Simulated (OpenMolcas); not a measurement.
# BCl2F: single-point calculation (part 1 of 2)

- system: BCl2F
- method: CCSD(T)/ANO-L-VTZP, RHF (OpenMolcas 26.06)

The geometry comes from this level: GFN2-xTB.

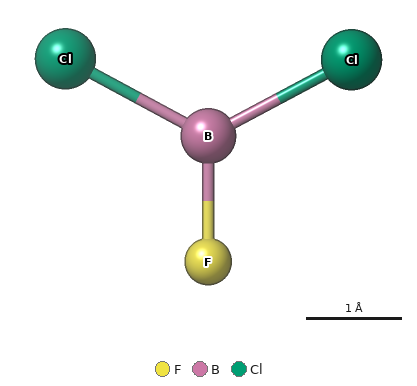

Fig. 1: The structure (ball-and-stick view, seen at a tilt).

### The input
```
&GATEWAY
 Coord=struct.xyz
 Basis=ANO-L-VTZP
 Group=NoSym

&SEWARD
 High

&SCF
 PrOrbitals=1 1

&CHCC
 Frozen=12

&CHT3
 Frozen=12
```

### File struct.xyz
```
4

F      0.114530    -1.157550    -0.772510
B      0.005090    -0.058900    -0.043290
Cl    -1.540110     0.360660     0.561040
Cl     1.420490     0.855790     0.254760
```

Run as:
```bash
export MOLCAS_MEM=1860
pymolcas job.inp > job.log
```

### The program's output
```
--- Start Module: gateway ---

                                              &GATEWAY

                       available to each process: 1.9 GB of memory, 1 thread

++    Symmetry information:
      ---------------------

                    Character Table for C1

                             E
                    a        1  x, y, xy, Rz, z, xz, Ry, yz, Rx, I
--

++    Basis set information:
      ----------------------

      Basis set label: F.ANO-L...4S3P2D1F.

      Electronic valence basis set:
      ------------------
      Associated Effective Charge   9.000000 au
      Associated Actual Charge      9.000000 au
      Nuclear Model: Point charge

      Shell  nPrim  nBasis  Cartesian Spherical Contaminant
         s      14       4        X
         p       9       3        X
         d       4       2                 X
         f       3       1                 X

      Basis set label: B.ANO-L...4S3P2D1F.

      Electronic valence basis set:
      ------------------
      Associated Effective Charge   5.000000 au
      Associated Actual Charge      5.000000 au
      Nuclear Model: Point charge

      Shell  nPrim  nBasis  Cartesian Spherical Contaminant
         s      14       4        X
         p       9       3        X
         d       4       2                 X
         f       3       1                 X

      Basis set label: CL.ANO-L...5S4P2D1F.

      Electronic valence basis set:
      ------------------
      Associated Effective Charge  17.000000 au
      Associated Actual Charge     17.000000 au
      Nuclear Model: Point charge

      Shell  nPrim  nBasis  Cartesian Spherical Contaminant
         s      17       5        X
         p      12       4        X
         d       5       2                 X
         f       4       1                 X
--

++    Molecular structure info:
      -------------------------

                    ************************************************
                    **** Cartesian Coordinates / bohr, angstrom ****
                    ************************************************

     Center  Label                x              y              z                     x              y              z
        1      F1               0.216430      -2.187452      -1.459832              0.114530      -1.157550      -0.772510
        2      B2               0.009619      -0.111305      -0.081806              0.005090      -0.058900      -0.043290
        3      CL3             -2.910386       0.681549       1.060212             -1.540110       0.360660       0.561040
        4      CL4              2.684337       1.617209       0.481427              1.420490       0.855790       0.254760

                    ***************************************
                    *    InterNuclear Distances / bohr    *
                    ***************************************

               1 F1            2 B2            3 CL3           4 CL4
    1 F1       0.000000
    2 B2       2.500423        0.000000
    3 CL3      4.935461        3.234076        0.000000
    4 CL4      4.933001        3.234055        5.701875        0.000000

                    *******************************************
                    *    InterNuclear Distances / angstrom    *
                    *******************************************

               1 F1            2 B2            3 CL3           4 CL4
    1 F1       0.000000
    2 B2       1.323167        0.000000
    3 CL3      2.611733        1.711400        0.000000
    4 CL4      2.610432        1.711388        3.017302        0.000000
--

            Nuclear Potential Energy            183.26320183 au

--- Stop Module: gateway /rc=_RC_ALL_IS_WELL_ ---

--- Start Module: seward ---

                                              &SEWARD

                       available to each process: 1.9 GB of memory, 1 thread

               SEWARD will generate:
                  Multipole Moment integrals up to order  2
                  Kinetic Energy integrals
                  Nuclear Attraction integrals (point charge)
                  One-Electron Hamiltonian integrals
                  Velocity integrals
                  Orbital angular momentum around ( -0.0369   0.3762   0.2529 )
                  Velocity quadrupole around ( -0.0369   0.3762   0.2529 )
                  Cholesky decomposed two-electron repulsion integrals
                   - CD Threshold:   1.00E-08

                   Integrals are discarded if absolute value <: 1.00E-40
                   Integral cutoff threshold is set to       <: 1.00E-40

            Nuclear Potential Energy            183.26320183 au

      Basis set specifications :
      Symmetry species         a
      Basis functions          128

--- Stop Module: seward /rc=_RC_ALL_IS_WELL_ ---
--- Module seward spent 34 seconds ---

--- Start Module: scf ---

                                                &SCF

                       available to each process: 1.9 GB of memory, 1 thread

++    Input section:
      --------------

      Header of the integral files:

      Cartesian coordinates in angstrom:
      -----------------------------------------------------
      No.  Label        X            Y            Z
      -----------------------------------------------------
       1   F1         0.11453000  -1.15755000  -0.77251000
       2   B2         0.00509000  -0.05890000  -0.04329000
       3   CL3       -1.54011000   0.36066000   0.56104000
       4   CL4        1.42049000   0.85579000   0.25476000
      -----------------------------------------------------
      Nuclear repulsion energy =  183.26320183
--

++    Orbital specifications:
      -----------------------

      Symmetry species               1
                                     a
      Frozen orbitals                0
      Occupied orbitals             24
      Secondary orbitals           104
      Deleted orbitals               0
      Total number of orbitals     128
      Number of basis functions    128
--

      Molecular charge                           0.000

++    Optimization specifications:
      ----------------------------

      SCF Algorithm: LK-Cholesky
      LK screening threshold:                     4.50E-02
      Local-Exchange (LK) algorithm.
       - the density matrix is decomposed
      The actual AO density is used
      Number of density matrices in core                 5
      Maximum number of NDDO SCF iterations            400
      Maximum number of HF SCF iterations              400
      Threshold for SCF energy change             1.00E-09
      Threshold for density matrix                1.00E-04
      Threshold for Fock matrix                   1.50E-04
      Threshold for linear dependence             1.00E-09
      Threshold at which DIIS is turned on        1.50E-01
      Maximum depth in the DIIS procedure                5
      Maximum depth in the BFGS Hessian update          30
      Threshold at which QNR/C2DIIS is turned on  7.50E-02
      Threshold for Norm(delta) (QNR/C2DIIS)      1.00E-03
      All orbitals punched on: SCFORB
--

      Input vectors read from INPORB
      Orbital file label: *Guess orbitals

++ Convergence information
                                   SCF        iterations: Energy and convergence statistics

Iter     Tot. SCF        One-elec.       Two-elec.     Energy      Max Dij or  Max Fij      DNorm      TNorm      AccCon     Time
         Energy          Energy          Energy        Change      Delta Norm                                                in Sec.

 The total and one-electron energies are shifted by a value of      1000. a.u.

   1   -42.871151330  -803.366693464   577.232340307   0.00E+00    3.48E-01*   1.13E-01*    9.82E+00   2.09E+02   None         1.
   2   -43.246576998  -808.340402485   581.830623659  -3.75E-01*   2.15E-01*   1.22E-01*    1.02E+01   2.10E+02   EDIIS        1.
   3   -43.326556625  -807.778861345   581.189102892  -8.00E-02*   5.82E-02*   4.62E-02*    1.00E+01   2.10E+02   EDIIS        1.
   4   -43.361603419  -807.518045165   580.893239918  -3.50E-02*   1.36E-02*   1.64E-02*    1.02E+01   2.10E+02   c2DIIS       1.
   5   -43.369486609  -807.748285884   581.115597448  -7.88E-03*   8.07E-03*   2.99E-03*    1.01E+01   2.10E+02   QNRc2DIIS    1.
   6   -43.369632728  -807.688003356   581.055168801  -1.46E-04*   6.20E-03*   1.35E-03*    1.01E+01   2.10E+02   QNRc2DIIS    1.
   7   -43.369673327  -807.704437520   581.071562365  -4.06E-05*   5.78E-04    2.02E-04*    1.01E+01   2.10E+02   QNRc2DIIS    1.
   8   -43.369674191  -807.708499358   581.075623339  -8.64E-07*   2.45E-04    6.81E-05     1.01E+01   2.10E+02   QNRc2DIIS    1.
   9   -43.369674303  -807.707661171   581.074785040  -1.12E-07*   6.55E-05    1.84E-05     1.01E+01   2.10E+02   QNRc2DIIS    1.
  10   -43.369674312  -807.707238744   581.074362605  -8.45E-09*   1.89E-05    5.66E-06     1.01E+01   2.10E+02   QNRc2DIIS    1.
  11   -43.369674313  -807.707547861   581.074671721  -6.50E-10    6.58E-06    2.06E-06     1.01E+01   2.10E+02   QNRc2DIIS    1.

       Convergence after  11 Iterations
--

 *****************************************************************************************************************************
 *                                             SCF/KS-DFT Program, Final results                                             *
 *                                                       Final Results                                                       *
 *****************************************************************************************************************************

::    Total SCF energy                              -1043.3696743126
      One-electron energy                           -1807.7075478612
      Two-electron energy                             581.0746717212
      Nuclear repulsion energy                        183.2632018274
      Kinetic energy (interpolated)                  1043.4591356875
      Virial theorem                                    0.9999142646
      Total spin, S(S+1)                                0.0000000000
      Total spin, S                                     0.0000000000
      Max non-diagonal density matrix element           0.0000051816
      Max non-diagonal Fock matrix element              0.0000007983

      All orbitals with orbital energies smaller than  E(LUMO)+0.5 are printed

++    Molecular orbitals:
      -------------------

      Title: SCF orbitals

      Molecular orbitals for symmetry species 1: a

          Orbital            1         2         3         4         5         6         7         8         9        10
          Energy         -104.8608 -104.8607  -26.3312  -10.5895  -10.5894   -8.0564   -8.0563   -8.0551   -8.0550   -8.0548
          Occ. No.          2.0000    2.0000    2.0000    2.0000    2.0000    2.0000    2.0000    2.0000    2.0000    2.0000

          Orbital           11        12        13        14        15        16        17        18        19        20
          Energy           -8.0547   -7.7750   -1.6481   -1.1674   -1.1292   -0.8099   -0.7296   -0.7101   -0.6677   -0.5699
          Occ. No.          2.0000    2.0000    2.0000    2.0000    2.0000    2.0000    2.0000    2.0000    2.0000    2.0000

          Orbital           21        22        23        24        25        26        27        28        29        30
          Energy           -0.5297   -0.5149   -0.4886   -0.4750    0.0501    0.0510    0.0533    0.1005    0.1098    0.1854
          Occ. No.          2.0000    2.0000    2.0000    2.0000    0.0000    0.0000    0.0000    0.0000    0.0000    0.0000
```
